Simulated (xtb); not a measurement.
**Run report: BSiH$_{3}$ClF, molecular dynamics**

- system: BSiH$_{3}$ClF, SMILES FB([SiH3])Cl
- method: GFN2-xTB (xtb 6.7.1 later snapshot)

The run did not end well. The starting geometry was optimised with GFN2-xTB.

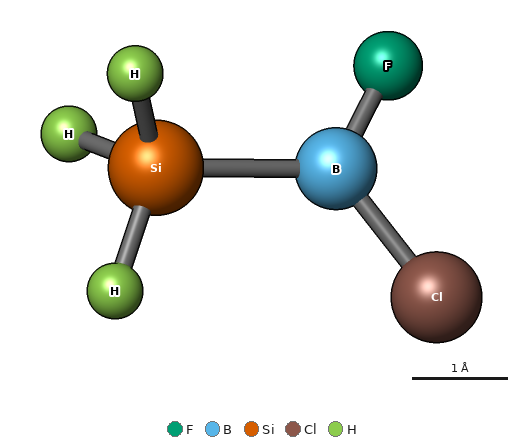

Fig. 1: The starting structure (ball-and-stick view, seen at a tilt). Bond lengths as drawn: B–Cl 1.72 Å, B–F 1.33 Å, B–Si 1.99 Å and H–Si 1.46 to 1.47 Å.

### Outcome

```json
{"quantity": "outcome", "value": "not converged"}
{"quantity": "trajectory", "value": "2 frames kept, 20 fs"}
{"quantity": "electrons treated", "value": "24"}
{"quantity": "potential energy (first step)", "value": "−13.835818 hartree"}
{"quantity": "dispersion energy (first step)", "value": "−0.003754 hartree"}
{"quantity": "basis functions (first step)", "value": "31"}
{"quantity": "hardware", "value": "1 thread of Arm Neoverse V1, 24 GiB of memory available, shared host"}
{"quantity": "peak memory", "value": "0.073 GiB"}
```

### What went wrong

Settings chosen away from the usual ones: method = gfn2-xtb; task = md; geo = {"prev": "A"}; x = {"md_temperature": 500, "md_time": 0.2, "time_step": 4, "md_dump": 20, "hydrogen_mass": 1, "shake": 0, "nvt": "false"}. The run did not converge. Its last values are not results.

### Input file (geom.xyz)
```
7

F     -0.82708300    -1.68696700     1.06514500
B     -0.70267400    -0.89041200     0.01257300
Si     0.54724300     0.65842200     0.04448300
Cl    -1.69883400    -1.32429100    -1.32303700
H      0.56615200     1.39408200    -1.22113200
H      0.19154300     1.61461800     1.09874900
H      1.92365200     0.23455700     0.32321900
```

### File input.inp
```
$md
   temp=500
   time=0.2
   step=4
   dump=20
   hmass=1
   shake=0
   nvt=false
$end
```

Command:
```bash
xtb geom.xyz -I input.inp --gfn 2 -c 0 --uhf 0 --md > run.log
```

### The program's output
```
* xtb version 6.7.1
   ID    Z sym.   atoms
    1    9 F      1
    2    5 B      2
    3   14 Si     3
    4   17 Cl     4
    5    1 H      5-7

           -------------------------------------------------
          |                Calculation Setup                |
           -------------------------------------------------

          program call               : xtb geom.xyz -I input.inp --gfn 2 -c 0 --uhf 0 --md
          coordinate file            : geom.xyz
          omp threads                :                     1

           -------------------------------------------------
          |                 G F N 2 - x T B                 |
           -------------------------------------------------

      * Hamiltonian:
        H0-scaling (s, p, d)           1.850000    2.230000    2.230000
        zeta-weighting                 0.500000
      * Dispersion:
        s8                             2.700000
        a1                             0.520000
        a2                             5.000000
        s9                             5.000000
      * Repulsion:
        kExp                           1.500000    1.000000
        rExp                           1.000000
      * Coulomb:
        alpha                          2.000000
        third order                    shell-resolved
        anisotropic                    true
        a3                             3.000000
        a5                             4.000000
        cn-shift                       1.200000
        cn-exp                         4.000000
        max-rad                        5.000000

          ...................................................
          :                      SETUP                      :
          :.................................................:
          :  # basis functions                  31          :
          :  # atomic orbitals                  29          :
          :  # shells                           13          :
          :  # electrons                        24          :
          :  max. iterations                   250          :
          :  Hamiltonian                  GFN2-xTB          :
          :  restarted?                      false          :
          :  GBSA solvation                  false          :
          :  PC potential                    false          :
          :  electronic temp.          300.0000000     K    :
          :  accuracy                    1.0000000          :
          :  -> integral cutoff          0.2500000E+02      :
          :  -> integral neglect         0.1000000E-07      :
          :  -> SCF convergence          0.1000000E-05 Eh   :
          :  -> wf. convergence          0.1000000E-03 e    :
          :  Broyden damping             0.4000000          :
          :  net charge                          0          :
          :  unpaired electrons                  0          :
          ...................................................

 iter      E             dE          RMSdq      gap      omega  full diag
   1    -13.6951991 -0.136952E+02  0.793E+00    3.96       0.0  T
   2    -13.8415441 -0.146345E+00  0.654E+00    2.68       1.0  T
   3    -13.8830921 -0.415481E-01  0.333E+00    3.26       1.0  T
   4    -13.8720101  0.110821E-01  0.293E+00    3.02       1.0  T
   5    -13.8875531 -0.155431E-01  0.159E+00    3.19       1.0  T
   6    -13.8911949 -0.364179E-02  0.933E-02    3.34       1.0  T
   7    -13.8911892  0.568589E-05  0.125E-01    3.32       1.0  T
   8    -13.8912161 -0.269000E-04  0.404E-02    3.33       1.0  T
   9    -13.8912181 -0.197674E-05  0.159E-02    3.32       2.4  T
  10    -13.8912183 -0.217485E-06  0.112E-02    3.32       3.4  T
  11    -13.8912185 -0.197808E-06  0.518E-03    3.33       7.3  T
  12    -13.8912186 -0.721838E-07  0.230E-03    3.33      16.4  T
  13    -13.8912186  0.326851E-08  0.199E-03    3.33      19.0  T
  14    -13.8912186 -0.105615E-07  0.532E-04    3.33      71.0  T
  15    -13.8912186 -0.102041E-09  0.337E-04    3.33     112.1  T

   *** convergence criteria satisfied after 15 iterations ***

         #    Occupation            Energy/Eh            Energy/eV
      -------------------------------------------------------------
         1        2.0000           -1.0610327             -28.8722
       ...           ...                  ...                  ...
         6        2.0000           -0.5403812             -14.7045
         7        2.0000           -0.5031040             -13.6902
         8        2.0000           -0.4574484             -12.4478
         9        2.0000           -0.4497671             -12.2388
        10        2.0000           -0.4417553             -12.0208
        11        2.0000           -0.4404067             -11.9841
        12        2.0000           -0.4030518             -10.9676 (HOMO)
        13                         -0.2808515              -7.6424 (LUMO)
        14                         -0.2021523              -5.5008
        15                         -0.1820086              -4.9527
        16                         -0.1769187              -4.8142
        17                         -0.1135593              -3.0901
       ...                                ...                  ...
        29                          0.6894028              18.7596
      -------------------------------------------------------------
                  HL-Gap            0.1222004 Eh            3.3252 eV
             Fermi-level           -0.3419517 Eh           -9.3050 eV

 SCC (total)                   0 d,  0 h,  0 min,  0.005 sec
 SCC setup                      ...        0 min,  0.000 sec (  1.311%)
 Dispersion                     ...        0 min,  0.000 sec (  0.481%)
 classical contributions        ...        0 min,  0.000 sec (  0.129%)
 integral evaluation            ...        0 min,  0.001 sec ( 12.861%)
 iterations                     ...        0 min,  0.003 sec ( 63.433%)
 molecular gradient             ...        0 min,  0.001 sec ( 20.449%)
 printout                       ...        0 min,  0.000 sec (  1.126%)

         :::::::::::::::::::::::::::::::::::::::::::::::::::::
         ::                     SUMMARY                     ::
         :::::::::::::::::::::::::::::::::::::::::::::::::::::
         :: total energy             -13.835818179374 Eh    ::
         :: gradient norm              0.000067240188 Eh/a0 ::
         :: HOMO-LUMO gap              3.325240828916 eV    ::
         ::.................................................::
         :: SCC energy               -13.891216883351 Eh    ::
         :: -> isotropic ES            0.047147585132 Eh    ::
         :: -> anisotropic ES          0.001797877740 Eh    ::
         :: -> anisotropic XC         -0.001311035812 Eh    ::
         :: -> dispersion             -0.003754128118 Eh    ::
         :: repulsion energy           0.055398703976 Eh    ::
         :: add. restraining           0.000000000000 Eh    ::
         :: total charge               0.000000000000 e     ::
         :::::::::::::::::::::::::::::::::::::::::::::::::::::

           -------------------------------------------------
          |                Property Printout                |
           -------------------------------------------------

    * Orbital Energies and Occupations

         #    Occupation            Energy/Eh            Energy/eV
      -------------------------------------------------------------
         1        2.0000           -1.0610327             -28.8722
         2        2.0000           -0.8340520             -22.6957
         3        2.0000           -0.7353482             -20.0098
         4        2.0000           -0.5659848             -15.4012
         5        2.0000           -0.5422927             -14.7565
         6        2.0000           -0.5403812             -14.7045
         7        2.0000           -0.5031040             -13.6902
         8        2.0000           -0.4574484             -12.4478
         9        2.0000           -0.4497671             -12.2388
        10        2.0000           -0.4417553             -12.0208
        11        2.0000           -0.4404067             -11.9841
        12        2.0000           -0.4030518             -10.9676 (HOMO)
        13                         -0.2808515              -7.6424 (LUMO)
        14                         -0.2021523              -5.5008
        15                         -0.1820086              -4.9527
        16                         -0.1769187              -4.8142
        17                         -0.1135593              -3.0901
        18                         -0.0829446              -2.2570
        19                         -0.0449041              -1.2219
        20                          0.0055205               0.1502
        21                          0.0083906               0.2283
        22                          0.0088260               0.2402
        23                          0.0274620               0.7473
       ...                                ...                  ...
        29                          0.6894028              18.7596
      -------------------------------------------------------------
                  HL-Gap            0.1222004 Eh            3.3252 eV
             Fermi-level           -0.3419517 Eh           -9.3050 eV

     #   Z          covCN         q      C6AA      α(0)
     1   9          0.746    -0.260    11.877     4.070
     2   5          2.475     0.375    18.206     7.540
     3  14          3.692     0.381   100.182    19.172
     4  17          0.855    -0.228   106.294    15.772
     5   1          0.918    -0.094     5.354     3.619
     6   1          0.917    -0.087     5.139     3.546
     7   1          0.917    -0.087     5.143     3.547

 Mol. C6AA /au·bohr⁶  :       1192.803285
 Mol. C8AA /au·bohr⁸  :      45903.764368
 Mol. α(0) /au        :         57.265603

Wiberg/Mayer (AO) data.
largest (>0.10) Wiberg bond orders for each atom

 ---------------------------------------------------------------------------
     #   Z sym  total        # sym  WBO       # sym  WBO       # sym  WBO
 ---------------------------------------------------------------------------
     1   9      1.185 --     2      1.123
     2   5      3.240 --     4      1.143     1      1.123     3      0.864
     3  14      3.583 --     5      0.906     7      0.902     6      0.901
                             2      0.864
     4  17      1.219 --     2      1.143
     5   1      0.991 --     3      0.906
     6   1      0.992 --     3      0.901
     7   1      0.992 --     3      0.902
 ---------------------------------------------------------------------------

Topologies differ in total number of bonds
Writing topology from bond orders to xtbtopo.mol

molecular dipole:
                 x           y           z       tot (Debye)
 q only:        0.584       0.690       0.069
   full:        0.133       0.157       0.018       0.525
molecular quadrupole (traceless):
                xx          xy          yy          xz          yz          zz
 q only:        0.453      -3.446      -0.613      -1.523       0.393       0.160
  q+dip:        0.960      -3.395      -0.455      -1.566       1.044      -0.505
   full:        1.243      -3.633      -0.436      -1.688       1.399      -0.807

           -------------------------------------------------
          | TOTAL ENERGY              -13.835818179374 Eh   |
          | GRADIENT NORM               0.000067240188 Eh/α |
          | HOMO-LUMO GAP               3.325240828916 eV   |
           -------------------------------------------------
           -------------------------------------------------
          |               Molecular Dynamics                |
           -------------------------------------------------
 trajectories on xtb.trj or xtb.trj.<n>

 MD time /ps        :    0.20
 dt /fs             :    4.00
 SCC accuracy       :    2.00
 temperature /K     :  500.00
 max steps          :    50
 block length (av.) :  1250
 dumpstep(trj) /fs  :   20.00     5
 dumpstep(coords)/fs: 1000.00   250
 H atoms mass (amu) :     1
 # deg. of freedom  :    21
 SHAKE off
         time (ps)    <Epot>      Ekin   <T>   T     Etot       error
      0    0.00      0.00000   0.0760    0.    0.   -13.75981    0.0000
  -13.653467655291136        26660.547507774103
 MD is unstable, emergency exit
 but still taking it as converged!
 average properties
 Epot               :  -12.405559570392022
 Epot (accurate SCC):                       NaN
 Ekin               :  0.13995834523292741
 Etot               :  -12.265601225159095
 T                  :   4209.0849137409750
 normal exit of md()

------------------------------------------------------------------------
------------------------------------------------------------------------
 total:
 *  cpu-time:     0 d,  0 h,  0 min,  0.054 sec
 * ratio c/w:     1.000 speedup
 SCF:
 *  cpu-time:     0 d,  0 h,  0 min,  0.005 sec
 * ratio c/w:     1.000 speedup
 MD:
 *  cpu-time:     0 d,  0 h,  0 min,  0.042 sec
 * ratio c/w:     1.000 speedup
```

### Standard error
```
normal termination of xtb
```

### Trajectory as extended XYZ (Å, eV, eV/Å), 2 frames, from step=0 to step=1
```
7
Properties=species:S:1:pos:R:3 step=0 time_fs=0.0 energy=-376.49179
F    -0.8271   -1.6870    1.0652
B    -0.7027   -0.8904    0.0126
Si    0.5472    0.6584    0.0445
Cl   -1.6988   -1.3243   -1.3230
H     0.5662    1.3941   -1.2211
H     0.1915    1.6146    1.0987
H     1.9237    0.2346    0.3232
7
Properties=species:S:1:pos:R:3 step=1 time_fs=20.0 energy=-375.14764
F    -0.8701   -1.7013    1.0844
B    -0.8301   -0.8284    0.1229
Si    0.6693    0.7771    0.1124
Cl   -1.7374   -1.4266   -1.3508
H    -0.2808    1.8178   -0.4357
H     1.2634    1.1404    1.5965
H     2.1122    0.6750   -1.0282
```
